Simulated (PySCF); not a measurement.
```yaml
atoms:
  - { symbol: C, position_ang: [2.6997, 0.6795, -1.2021] }
  - { symbol: C, position_ang: [1.9671, -0.2476, -0.2438] }
  - { symbol: O, position_ang: [0.5883, -0.1771, -0.5145] }
  - { symbol: C, position_ang: [-0.2186, -1.0899, 0.2184] }
  - { symbol: C, position_ang: [-1.5751, -1.1387, -0.4881] }
  - { symbol: C, position_ang: [-2.2397, 0.2356, -0.3493] }
  - { symbol: Si, position_ang: [-1.5451, 0.9669, 1.2704] }
  - { symbol: O, position_ang: [-0.6734, 2.3262, 1.0587] }
  - { symbol: C, position_ang: [-0.4768, -0.5687, 1.6330] }
  - { symbol: H, position_ang: [2.4820, 0.3967, -2.2284] }
  - { symbol: H, position_ang: [3.7708, 0.6138, -1.0321] }
  - { symbol: H, position_ang: [2.3794, 1.7073, -1.0525] }
  - { symbol: H, position_ang: [2.3192, -1.2832, -0.3783] }
  - { symbol: H, position_ang: [2.1803, 0.0461, 0.7956] }
  - { symbol: H, position_ang: [0.2650, -2.0811, 0.2181] }
  - { symbol: H, position_ang: [-1.4430, -1.4173, -1.5342] }
  - { symbol: H, position_ang: [-2.1825, -1.9023, -0.0003] }
  - { symbol: H, position_ang: [-3.3224, 0.1354, -0.3728] }
  - { symbol: H, position_ang: [-1.9618, 0.8615, -1.1965] }
  - { symbol: H, position_ang: [-2.4875, 1.3481, 2.3102] }
  - { symbol: H, position_ang: [0.0217, 2.3110, 0.4018] }
  - { symbol: H, position_ang: [0.4557, -0.3678, 2.1562] }
  - { symbol: H, position_ang: [-1.0080, -1.3274, 2.2034] }
```

Geometry: GFN2-xTB.

The calculation used PBE0/pcSseg-1, SCF density, gas phase, non-relativistic in PySCF.

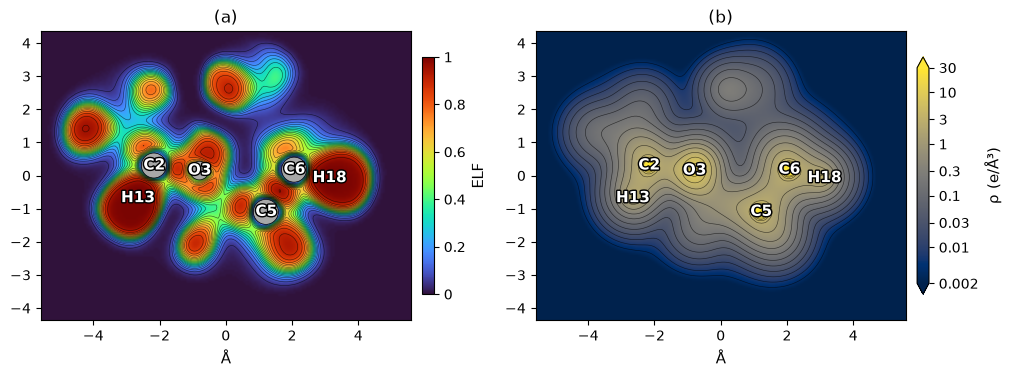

C6H14O2Si. (a) electron localisation function; (b) total electron density on the plane of atoms C5, C6 and H18. Grey discs cover the atomic cores in the ELF map.

Q: Interpret the plot.

A:
- The section cuts through C, O and H sites.
- C–O (1.41 Å): the density is about 2.1 e/Å³ at the midpoint, with its minimum of 1.8 e/Å³ about 0.5 Å from C; the ELF peaks at about 0.90 between the atoms, as expected for a polar covalent bond.
- C–C (1.53 Å): ρ is about 1.6 e/Å³ halfway; the ELF peaks at about 0.95 between the atoms (a covalent bond).
- C–H (1.10 Å): ρ is about 2 e/Å³ halfway; the ELF climbs to about 1 towards the hydrogen, as it does in any bond to H (a covalent bond by its length).
